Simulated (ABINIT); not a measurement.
# Quasiparticle gap of MoS2 (P6_3/mmc) in ABINIT

How does a plane-wave GW calculation on MoS2 (P6_3/mmc) run from the first input to the gap?

Program: ABINIT 10.8.3. Level of theory: PBE and many-body steps on it, plane waves. Results are calculated unless marked as measured.

The database entry behind the starting cell differs from later determinations by our own check (about 0.3 % long), so it need not match the best structure at ambient conditions.

## (1) The structure

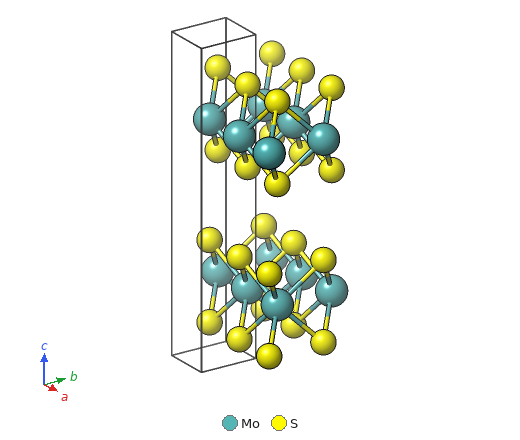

Start, viewed slightly off an axis; molybdenum teal, sulfur yellow. 3×2×1 cells are drawn.

The cell and positions come from the Crystallography Open Database and are kept as given unless a step says otherwise.

## (2) Ground state

This step: ABINIT 10.8.3; DFT, PBE, plane waves, norm-conserving pseudopotentials.

The ground-state density comes first.

File run.abi:

```
acell 3*1.0 Angstrom
rprim 
  3.169000000004 -0.000000000001 0.000000000000
  -1.584500000001 2.744434504597 0.000000000000
  0.000000000000 0.000000000000 12.324000000000
ntypat 2
znucl 42 16
natom 6
typat 1 1 2 2 2 2
xred 
  0.333333333333 0.666666666667 0.250000000000
  0.666666666667 0.333333333333 0.750000000000
  0.333333333333 0.666666666667 0.623000000000
  0.666666666667 0.333333333333 0.123000000000
  0.333333333333 0.666666666667 0.877000000000
  0.666666666667 0.333333333333 0.377000000000
pp_dirpath "pseudos"
pseudos "Mo.upf, S.upf"
ecut 36
ngkpt 6 6 2
nshiftk 1
shiftk 0 0 0
kptopt 1
chksymbreak 0
nband 33
occopt 1
tolvrs 1e-10
nstep 60
prtwf 0
optforces 0
optstress 0
indata_prefix "in"
outdata_prefix "out"
tmpdata_prefix "tmp"
```

Command:

```sh
$ OMP_NUM_THREADS=1 mpirun -n 8 abinit run.abi > log
```

Numbers of over 12 decimals in the logs are rounded to 6 here.

Output:

```text
.Version 10.8.3 of ABINIT. v10.8.2 released Aug 2026.

 Symmetries : space group P6_3/m m c (#194); Bravais hP (primitive hexag.)
================================================================================
 Values of the parameters that define the memory need of the present run
     intxc =       0    ionmov =       0      iscf =       7    lmnmax =       6
     lnmax =       6     mgfft =     128  mpssoang =       3    mqgrid =    6291
     natom =       6  nloc_mem =       1    nspden =       1   nspinor =       1
    nsppol =       1      nsym =      24    n1xccc =    2501    ntypat =       2
    occopt =       1   xclevel =       2
-    mband =          33        mffmem =           1         mkmem =           2
       mpw =        7490          nfft =      165888          nkpt =          14
================================================================================
  Rough estimation (10% accuracy) of disk space for files :
================================================================================

--------------------------------------------------------------------------------
------------- Echo of variables that govern the present computation ------------
--------------------------------------------------------------------------------
 -outvars: echo values of preprocessed input variables --------
            acell      1.8897261259E+00  1.8897261259E+00  1.8897261259E+00 Bohr

      chksymbreak           0
             ecut      3.60000000E+01 Hartree
-          fftalg         312

              ixc     -101130
              kpt      0.00000000E+00  0.00000000E+00  0.00000000E+00
                       1.66666667E-01  0.00000000E+00  0.00000000E+00
                       3.33333333E-01  0.00000000E+00  0.00000000E+00
                       5.00000000E-01  0.00000000E+00  0.00000000E+00
                       1.66666667E-01  1.66666667E-01  0.00000000E+00
                       3.33333333E-01  1.66666667E-01  0.00000000E+00
                       3.33333333E-01  3.33333333E-01  0.00000000E+00
                       0.00000000E+00  0.00000000E+00  5.00000000E-01
                       1.66666667E-01  0.00000000E+00  5.00000000E-01
                       3.33333333E-01  0.00000000E+00  5.00000000E-01
                       5.00000000E-01  0.00000000E+00  5.00000000E-01
[...]
kptrlatt        6    0    0      0    6    0      0    0    2
          kptrlen      3.59312526E+01
P           mkmem           2
            natom           6
            nband          33
            ngfft          36      36     128
             nkpt          14
            nstep          60
             nsym          24
           ntypat           2
              occ      2.000000  2.000000  2.000000  2.000000  2.000000  2.000000
                       2.000000  2.000000  2.000000  2.000000  2.000000  2.000000
                       2.000000  2.000000  2.000000  2.000000  2.000000  2.000000
                       2.000000  2.000000  2.000000  2.000000  2.000000  2.000000
                       2.000000  2.000000  0.000000  0.000000  0.000000  0.000000
[...]
optforces           0
        optstress           0
            prtwf           0
            rprim      3.1690000000E+00 -1.0000000000E-12  0.0000000000E+00
[...]
spgroup         194

           tolvrs      1.00000000E-10

             xred      3.3333333333E-01  6.6666666667E-01  2.5000000000E-01
[...]
znucl       42.00000   16.00000

================================================================================

 chkinp: Checking input parameters for consistency.

================================================================================
== DATASET  1 ==================================================================
-   mpi_nproc: 8, omp_nthreads: 1 (-1 if OMP is not activated)

--- !DatasetInfo
iteration_state: {dtset: 1, }
dimensions: {natom: 6, nkpt: 14, mband: 33, nsppol: 1, nspinor: 1, nspden: 1, mpw: 7490, }
cutoff_energies: {ecut:  36.0, pawecutdg:  -1.0, }
electrons: {nelect:   5.20000000E+01, charge:   0.00000000E+00, occopt:   1.00000000E+00, tsmear:   1.00000000E-02, }

 Real(R)+Recip(G) space primitive vectors, cartesian coordinates (Bohr,Bohr^-1):
 R(1)=  5.9885421  0.0000000  0.0000000  G(1)=  0.1669856  0.0964092  0.0000000
 R(2)= -2.9942710  5.1862296  0.0000000  G(2)=  0.0000000  0.1928183  0.0000000
 R(3)=  0.0000000  0.0000000 23.2889848  G(3)=  0.0000000  0.0000000  0.0429388
 Unit cell volume ucvol=  7.2330822E+02 bohr^3
 Angles (23,13,12)=  9.00000000E+01  9.00000000E+01  1.20000000E+02 degrees

 getcut: wavevector=  0.0000  0.0000  0.0000  ngfft=  36  36 128
         ecut(hartree)=     36.000   => boxcut(ratio)=   2.03490

--- Pseudopotential description ------------------------------------------------
- Mo Generated using ONCVPSP code by D. R. Hamann
- 42.00000  14.00000  171031                  znucl, zion, pspdat
12 -101130 2 -1 1640                          pspcod,pspxc,lmax,lloc,mmax
     nproj     2     2     2
  pspatm : epsatm=   15.95693798
         --- l  ekb(1:nproj) -->
[...]
pspatm: atomic psp has been read  and splines computed

- S Generated using ONCVPSP code by D. R. Hamann
- 16.00000   6.00000  171031                  znucl, zion, pspdat
12 -101130 2 -1 1146                          pspcod,pspxc,lmax,lloc,mmax
     nproj     2     2     2
  pspatm : epsatm=    9.01821529
         --- l  ekb(1:nproj) -->
[...]
pspatm: atomic psp has been read  and splines computed

   3.53531033E+03                                ecore*ucvol(ha*bohr**3)
--------------------------------------------------------------------------------

_setup2: Arith. and geom. avg. npw (full set) are    7464.403    7464.370

================================================================================

--- !BeginCycle
iteration_state: {dtset: 1, }
solver: {iscf: 7, nstep: 60, nline: 4, wfoptalg: 0, }
tolerances: {tolvrs: 1.00E-10, }

     iter   Etot(hartree)      deltaE(h)  residm     vres2
 ETOT  1  -184.32730796720    -1.843E+02 1.016E-01 3.331E+03
 ETOT  2  -182.42850318755     1.899E+00 4.665E-02 2.741E+04
 ETOT  3  -184.89381481055    -2.465E+00 9.579E-03 3.112E+00
 ETOT  4  -184.89593897113    -2.124E-03 3.848E-03 4.010E+00
 ETOT  5  -184.89626470211    -3.257E-04 4.799E-04 5.635E-01
 ETOT  6  -184.89631516807    -5.047E-05 5.620E-04 1.238E-01
 ETOT  7  -184.89632039937    -5.231E-06 2.494E-04 5.015E-03
 ETOT  8  -184.89632061210    -2.127E-07 3.916E-04 3.286E-05
 ETOT  9  -184.89632061420    -2.101E-09 1.706E-04 4.393E-07
 ETOT 10  -184.89632061433    -1.223E-10 2.595E-04 4.454E-08
 ETOT 11  -184.89632061434    -1.162E-11 1.106E-04 4.077E-09
 ETOT 12  -184.89632061434    -2.643E-12 1.802E-04 3.647E-10
 ETOT 13  -184.89632061434    -5.684E-14 6.883E-05 5.842E-11

 At SCF step   13       vres2   =  5.84E-11 < tolvrs=  1.00E-10 =>converged.

--- !ResultsGS
iteration_state: {dtset: 1, }
comment   : Summary of ground state results
lattice_vectors:
- [  5.9885421,  -0.0000000,   0.0000000, ]
- [ -2.9942710,   5.1862296,   0.0000000, ]
- [  0.0000000,   0.0000000,  23.2889848, ]
lattice_lengths: [   5.98854,    5.98854,   23.28898, ]
lattice_angles: [ 90.000,  90.000, 120.000, ] # degrees, (23, 13, 12)
lattice_volume:   7.2330822E+02
convergence: {deltae: -5.684E-14, res2:  5.842E-11, residm:  6.883E-05, diffor:  0.000E+00, }
etotal    :  -1.84896321E+02
entropy   :   0.00000000E+00
fermie    :   3.09959974E-01
cartesian_stress_tensor: null
pressure_GPa: null
xred      :
- [  3.3333E-01,   6.6667E-01,   2.5000E-01, Mo]
- [  6.6667E-01,   3.3333E-01,   7.5000E-01, Mo]
- [  3.3333E-01,   6.6667E-01,   6.2300E-01,  S]
- [  6.6667E-01,   3.3333E-01,   1.2300E-01,  S]
- [  3.3333E-01,   6.6667E-01,   8.7700E-01,  S]
- [  6.6667E-01,   3.3333E-01,   3.7700E-01,  S]
cartesian_forces: null
force_length_stats: {min: null, max: null, mean: null, }

 Integrated electronic density in atomic spheres:
 ------------------------------------------------
 Atom  Sphere_radius  Integrated_density
[...]
================================================================================

 ----iterations are completed or convergence reached----

 Mean square residual over all n,k,spin=   43.385E-08; max=  68.827E-06
 reduced coordinates (array xred) for    6 atoms
[...]
0.666666666667      0.333333333333      0.750000000000
       0.333333333333      0.666666666667      0.623000000000
       0.666666666667      0.333333333333      0.123000000000
       0.333333333333      0.666666666667      0.877000000000
       0.666666666667      0.333333333333      0.377000000000
 rms dE/dt=  0.0000E+00; max dE/dt=  0.0000E+00; dE/dt below (all hartree)
    1       0.000000000000      0.000000000000      0.000000000000
    2       0.000000000000      0.000000000000      0.000000000000
    3       0.000000000000      0.000000000000      0.000000000000
    4       0.000000000000      0.000000000000      0.000000000000
    5       0.000000000000      0.000000000000      0.000000000000
    6       0.000000000000      0.000000000000      0.000000000000

 cartesian coordinates (angstrom) at end:
    1      6.7e-13     1.829623     3.081000
    2      1.584500     0.914812     9.243000
    3      6.7e-13     1.829623     7.677852
    4      1.584500     0.914812     1.515852
    5      6.7e-13     1.829623    10.808148
    6      1.584500     0.914812     4.646148
 length scales=  1.889726125908  1.889726125908  1.889726125908 bohr
              =  1.000000000000  1.000000000000  1.000000000000 angstroms
 prteigrs : about to open file out_EIG
 Fermi (or HOMO) energy (hartree) =   0.30996   Average Vxc (hartree)=  -0.40245
 Eigenvalues (hartree) for nkpt=  14  k points:
 kpt#   1, nband= 33, wtk=  0.01389, kpt=  0.0000  0.0000  0.0000 (reduced coord)
  -1.95125   -1.95125   -1.00128   -1.00127   -0.99293   -0.99293   -0.99293   -0.99293
  -0.23958   -0.22966   -0.19514   -0.17888    0.05790    0.09584    0.18196    0.18981
   0.18981    0.19029    0.19029    0.23000    0.23000    0.23172    0.23172    0.26647
   0.26790    0.30996    0.38712    0.38733    0.38816    0.38827    0.39315    0.39331
   0.39947
 prteigrs : prtvol=0 or 1, do not print more k-points.

--- !EnergyTerms
iteration_state     : {dtset: 1, }
comment             : Components of total free energy in Hartree
kinetic             :  6.00147592865794E+01
hartree             :  5.39885223339677E+01
xc                  : -3.33780456303470E+01
Ewald energy        : -1.19847493795111E+02
psp_core            :  4.88769548579594E+00
local_psp           : -1.73802185839900E+02
non_local_psp       :  2.32404275446742E+01
total_energy        : -1.84896320614341E+02
total_energy_eV     : -5.03128519569757E+03
band_energy         : -1.61958635712886E+01

== END DATASET(S) ==============================================================
================================================================================

 -outvars: echo values of variables after computation  --------
           etotal     -1.8489632061E+02
            nband          33
             nkpt          14
          spgroup         194
 [... the other variables as echoed above ...]

 Calculation completed.
```

Wall time 40 s (8 MPI ranks of Intel Xeon at 2.80GHz (Skylake/Cascade Lake), shared host); peak memory 0.88 GiB; 5.3 min of CPU time.

This step gave:

| Property | Result |
| --- | --- |
| total energy | -5031.2852 eV |
| gap | 0.8887 eV |
| k of the valence top | 0, 0, 0 |
| k of the conduction bottom | 0.1667, 0.1667, 0 |
| least direct gap | 1.654 eV |

The gap is indirect, with the least direct gap 0.77 eV higher.

## (3) Empty states on the mesh, 6×6×1 mesh, 190 bands

The sums over transitions need many empty states on a uniform mesh; this step solves for them.

run.abi, as its differences from that of step 2:

```diff
@@ -19,3 +19,3 @@
 ecut 36
-ngkpt 6 6 2
+ngkpt 6 6 1
 nshiftk 1
@@ -24,9 +24,10 @@
 chksymbreak 0
-nband 33
-occopt 1
-tolvrs 1e-10
+iscf -2
+irdden 1
+istwfk *1
+nband 190
+nbdbuf 16
+tolwfr 1e-09
 nstep 60
-prtwf 0
-optforces 0
-optstress 0
+prtvol 0
 indata_prefix "in"
```

Command:

```sh
$ OMP_NUM_THREADS=1 mpirun -n 7 abinit run.abi > log
```

Output:

```text
.Version 10.8.3 of ABINIT. v10.8.2 released Aug 2026.

 Symmetries : space group P6_3/m m c (#194); Bravais hP (primitive hexag.)
[... echo of the input left out ...]
== DATASET  1 ==================================================================
-   mpi_nproc: 7, omp_nthreads: 1 (-1 if OMP is not activated)

--- !DatasetInfo
iteration_state: {dtset: 1, }
dimensions: {natom: 6, nkpt: 7, mband: 190, nsppol: 1, nspinor: 1, nspden: 1, mpw: 7481, }
cutoff_energies: {ecut:  36.0, pawecutdg:  -1.0, }
electrons: {nelect:   5.20000000E+01, charge:   0.00000000E+00, occopt:   1.00000000E+00, tsmear:   1.00000000E-02, }

 Real(R)+Recip(G) space primitive vectors, cartesian coordinates (Bohr,Bohr^-1):
 R(1)=  5.9885421  0.0000000  0.0000000  G(1)=  0.1669856  0.0964092  0.0000000
 R(2)= -2.9942710  5.1862296  0.0000000  G(2)=  0.0000000  0.1928183  0.0000000
 R(3)=  0.0000000  0.0000000 23.2889848  G(3)=  0.0000000  0.0000000  0.0429388
 Unit cell volume ucvol=  7.2330822E+02 bohr^3
 Angles (23,13,12)=  9.00000000E+01  9.00000000E+01  1.20000000E+02 degrees

 getcut: wavevector=  0.0000  0.0000  0.0000  ngfft=  36  36 128
         ecut(hartree)=     36.000   => boxcut(ratio)=   2.03490

--- Pseudopotential description ------------------------------------------------
- Mo Generated using ONCVPSP code by D. R. Hamann
- 42.00000  14.00000  171031                  znucl, zion, pspdat
12 -101130 2 -1 1640                          pspcod,pspxc,lmax,lloc,mmax
     nproj     2     2     2
  pspatm : epsatm=   15.95693798
         --- l  ekb(1:nproj) -->
             0   13.833287    1.350687
             1    8.015347    1.134034
             2    2.765699    0.969071
 pspatm: atomic psp has been read  and splines computed

- S Generated using ONCVPSP code by D. R. Hamann
- 16.00000   6.00000  171031                  znucl, zion, pspdat
12 -101130 2 -1 1146                          pspcod,pspxc,lmax,lloc,mmax
     nproj     2     2     2
  pspatm : epsatm=    9.01821529
         --- l  ekb(1:nproj) -->
[...]
pspatm: atomic psp has been read  and splines computed

--------------------------------------------------------------------------------

================================================================================
 prteigrs : about to open file out_EIG
 Non-SCF case, kpt    1 (  0.00000  0.00000  0.00000), residuals and eigenvalues=
  6.10E-10  6.89E-10  2.87E-10  2.33E-10  2.16E-10  2.82E-10  2.54E-10  3.15E-10
  1.67E-10  2.21E-10  1.25E-10  1.89E-10  5.60E-10  2.93E-10  1.32E-10  6.33E-10
  9.42E-10  1.01E-10  1.54E-10  2.98E-10  5.14E-10  1.03E-10  2.94E-10  7.57E-10
[...]
3.67E-06  3.43E-05  5.71E-05  8.39E-05  3.78E-04  4.41E-05
 -1.9512E+00 -1.9512E+00 -1.0013E+00 -1.0013E+00 -9.9293E-01 -9.9293E-01
 -9.9293E-01 -9.9293E-01 -2.3958E-01 -2.2966E-01 -1.9514E-01 -1.7888E-01
[...]
2.6125E+00  2.6167E+00  2.6167E+00  2.6419E+00  2.6419E+00  2.6615E+00
  2.6753E+00  2.6755E+00  2.6845E+00  2.6999E+00
 prteigrs : prtvol=0 or 1, do not print more k-points.

--- !ResultsGS
iteration_state: {dtset: 1, }
comment   : Summary of ground state results
lattice_vectors:
- [  5.9885421,  -0.0000000,   0.0000000, ]
- [ -2.9942710,   5.1862296,   0.0000000, ]
- [  0.0000000,   0.0000000,  23.2889848, ]
lattice_lengths: [   5.98854,    5.98854,   23.28898, ]
lattice_angles: [ 90.000,  90.000, 120.000, ] # degrees, (23, 13, 12)
lattice_volume:   7.2330822E+02
convergence: {deltae:  0.000E+00, res2:  0.000E+00, residm:  9.984E-10, diffor:  0.000E+00, }
etotal    :  -1.84896321E+02
entropy   :   0.00000000E+00
fermie    :   3.09959974E-01
cartesian_stress_tensor: null
pressure_GPa: null
xred      :
- [  3.3333E-01,   6.6667E-01,   2.5000E-01, Mo]
- [  6.6667E-01,   3.3333E-01,   7.5000E-01, Mo]
- [  3.3333E-01,   6.6667E-01,   6.2300E-01,  S]
- [  6.6667E-01,   3.3333E-01,   1.2300E-01,  S]
- [  3.3333E-01,   6.6667E-01,   8.7700E-01,  S]
- [  6.6667E-01,   3.3333E-01,   3.7700E-01,  S]
cartesian_forces: null
force_length_stats: {min: null, max: null, mean: null, }

 Integrated electronic density in atomic spheres:
 ------------------------------------------------
 Atom  Sphere_radius  Integrated_density
[...]
================================================================================

 ----iterations are completed or convergence reached----

 Mean square residual over all n,k,spin=   44.547E-11; max=  99.841E-11
 reduced coordinates (array xred) for    6 atoms
[...]
0.333333333333      0.666666666667      0.877000000000
       0.666666666667      0.333333333333      0.377000000000

 cartesian coordinates (angstrom) at end:
    1      6.7e-13     1.829623     3.081000
    2      1.584500     0.914812     9.243000
    3      6.7e-13     1.829623     7.677852
    4      1.584500     0.914812     1.515852
    5      6.7e-13     1.829623    10.808148
    6      1.584500     0.914812     4.646148
 length scales=  1.889726125908  1.889726125908  1.889726125908 bohr
              =  1.000000000000  1.000000000000  1.000000000000 angstroms
 prteigrs : about to open file out_EIG
 Eigenvalues (hartree) for nkpt=   7  k points:
 kpt#   1, nband=190, wtk=  0.02778, kpt=  0.0000  0.0000  0.0000 (reduced coord)
[...]
2.49217    2.51679    2.51679    2.54766    2.55232    2.56540    2.56540    2.57091
   2.58190    2.59122    2.59122    2.60285    2.61248    2.61674    2.61674    2.64192
   2.64192    2.66147    2.67532    2.67551    2.68447    2.69993
 prteigrs : prtvol=0 or 1, do not print more k-points.

== END DATASET(S) ==============================================================
================================================================================

 -outvars: echo values of variables after computation  --------
            nband         190
             nkpt           7
          spgroup         194
 [... the other variables as echoed above ...]

 Calculation completed.
```

It took 88 s on 7 MPI ranks; peak memory 0.85 GiB.

This step gave:

```
gap                                                           : 0.8887 eV
k of the valence top                                          : 0, 0, 0
k of the conduction bottom                                    : 0.1667, 0.1667, 0
least direct gap                                              : 1.654 eV
k points computed                                             : 7
lowest point of the top converged band, above the valence top : 59.9309 eV
```

On this mesh the gap is 0.889 eV.

(Part 1 of 2 ends here.)

[Paths, hosts, dates, memory and timing lines, banners, echoed tables and standing remarks are left out of the program output.]

[Logs are printed without paths, hosts, clocks, repeated set-up lines and the standing remarks that a program may print on its own settings, such as how far it seeks lower states.]

[Runs of the session that timed out or met a known fault of the program may be left out.]

[Hosts, paths, dates, database ids (printed as entryN), source tags and the programs' standing remarks are cut or masked in the printed files.]

[G0W0 gaps are taken among the corrected bands and points alone; a level outside them can change the order at an edge.]

[Where Ansatz stands beside ABINIT at settings called matched, ABINIT's density can come from a denser mesh and the files from another edition; pairs whose starting gaps differed by over 0.03 eV were left out, so agreement reads better than it is.]
